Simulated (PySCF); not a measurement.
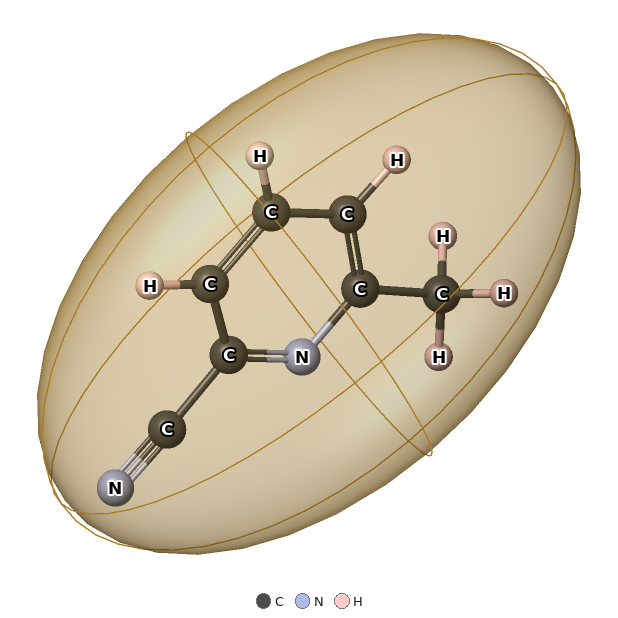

The ellipsoid shows the static dipole polarisability: its half-axes are proportional to the principal values. Computed geometry: GFN2-xTB optimisation. No frequency run is at hand to confirm it as a minimum. Level of theory: CAM-B3LYP/def2-SVPD (PySCF 2.14.0).

Give the principal values, the mean and the anisotropy.

Principal values 54.3, 93.6, 124.9 bohr³; mean 90.9 bohr³ (13.47 Å³); anisotropy 61.3 bohr³, so the longest axis is 2.30 times the shortest.
